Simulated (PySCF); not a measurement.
## Electronic structure of C4H15BN2Si (SMILES CC(C)(C)[SiH2]B(N)N) in real space

```yaml
atoms:
  - { symbol: C, position_ang: [-1.1288, 1.3503, -0.5692] }
  - { symbol: C, position_ang: [-1.0186, -0.1678, -0.4330] }
  - { symbol: C, position_ang: [-1.4710, -0.5703, 0.9701] }
  - { symbol: C, position_ang: [-1.9419, -0.8231, -1.4567] }
  - { symbol: Si, position_ang: [0.8159, -0.7107, -0.7033] }
  - { symbol: B, position_ang: [2.0330, 0.1363, 0.5840] }
  - { symbol: N, position_ang: [2.4189, 1.4806, 0.4448] }
  - { symbol: N, position_ang: [2.5377, -0.5778, 1.6840] }
  - { symbol: H, position_ang: [-0.8056, 1.6719, -1.5577] }
  - { symbol: H, position_ang: [-0.5107, 1.8500, 0.1747] }
  - { symbol: H, position_ang: [-2.1596, 1.6785, -0.4283] }
  - { symbol: H, position_ang: [-1.4086, -1.6494, 1.0974] }
  - { symbol: H, position_ang: [-0.8464, -0.0998, 1.7281] }
  - { symbol: H, position_ang: [-2.5047, -0.2687, 1.1462] }
  - { symbol: H, position_ang: [-1.6489, -0.5500, -2.4678] }
  - { symbol: H, position_ang: [-1.8993, -1.9065, -1.3734] }
  - { symbol: H, position_ang: [-2.9758, -0.5098, -1.3039] }
  - { symbol: H, position_ang: [1.0832, -0.4082, -2.1301] }
  - { symbol: H, position_ang: [0.7809, -2.1927, -0.6647] }
  - { symbol: H, position_ang: [3.0421, 1.9508, 1.0804] }
  - { symbol: H, position_ang: [2.1231, 2.0661, -0.3148] }
  - { symbol: H, position_ang: [2.3191, -1.5399, 1.8663] }
  - { symbol: H, position_ang: [3.1611, -0.1827, 2.3688] }
```

Geometry: GFN2-xTB.

All numbers below come from PBE0/pcSseg-1, SCF density, gas phase, non-relativistic in PySCF 2.14.0.

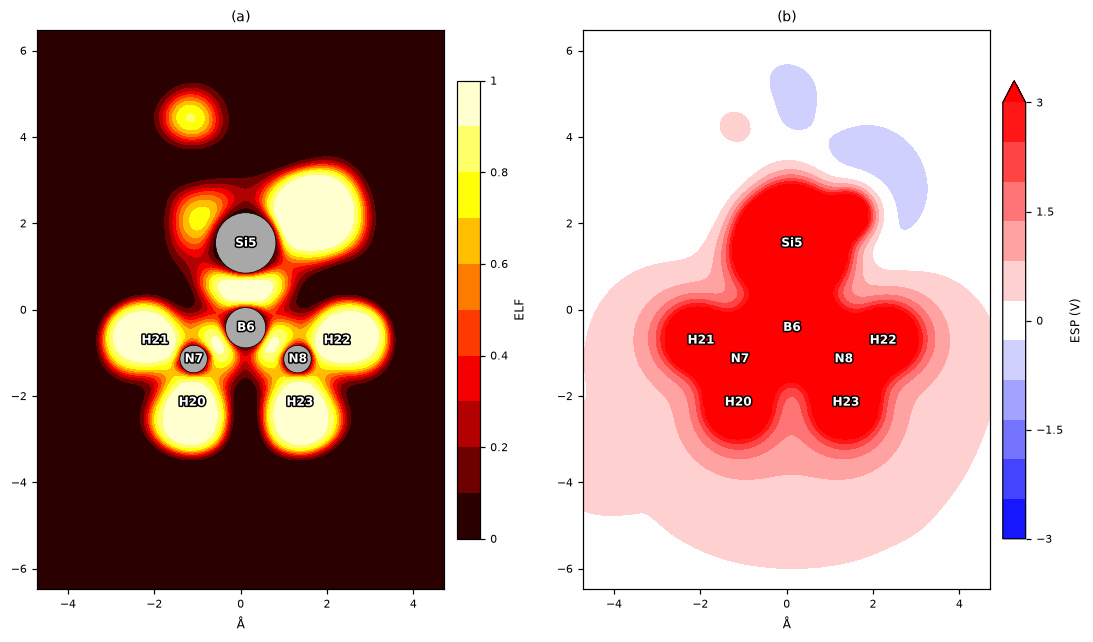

Figure 1. (a) ELF; (b) molecular electrostatic potential on the plane of atoms B6, N8 and H23. Grey discs cover the atomic cores in the ELF map.

> Read the bonding off the picture.

- Atoms in the plane: Si, B, N and H.
- B–N (1.41 Å): the ELF peaks at about 0.95 between the atoms; a short, strongly polar bond.
- Si–B (1.96 Å): the ELF peaks at about 1 between the atoms, as expected for a covalent bond.
- N–H (1.00 Å): the ELF climbs to about 1 towards the hydrogen, as it does in any bond to H: an ordinary covalent bond to hydrogen.
- Outside the dense part of the molecule the potential is most negative (−0.4 V) near H19, which lies off the plane.

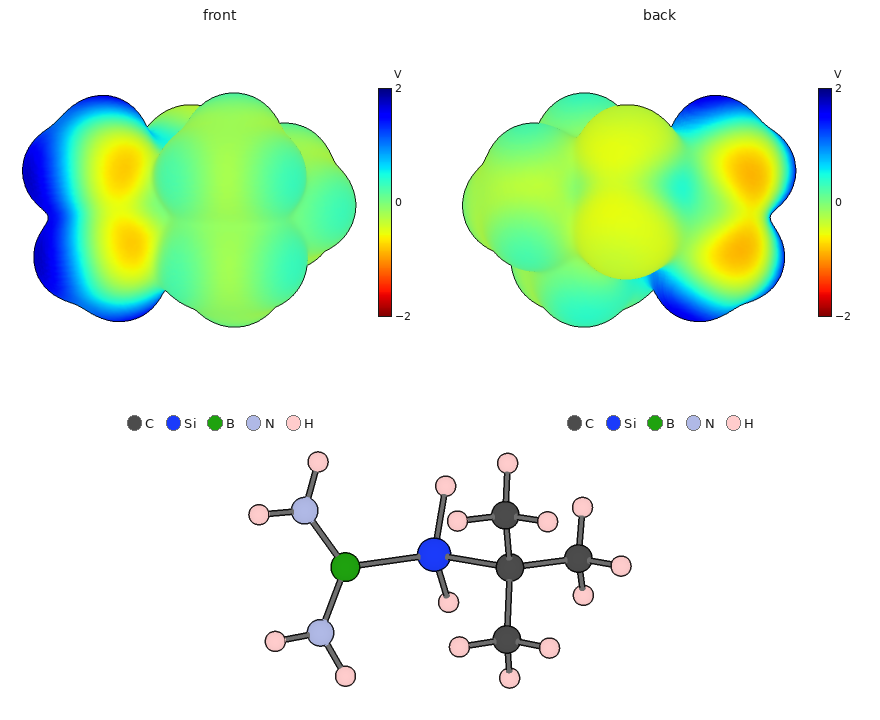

Figure 2. The electrostatic potential painted on the density surface at 0.002 e/bohr³, seen from the front and from behind; the colour scale runs from red (negative) to blue (positive). The bare structure is drawn below in the same view.

> Which sites attract a positive test charge, and which a negative one?

A positive charge is drawn to the negative regions and a negative charge to the positive ones. The most negative region (about −0.8 V) lies over N7 and N8, the most positive (about +1.7 V) over H20 and H23.

> What dipole moment does the calculation give?

Its dipole moment is 2.53 D.
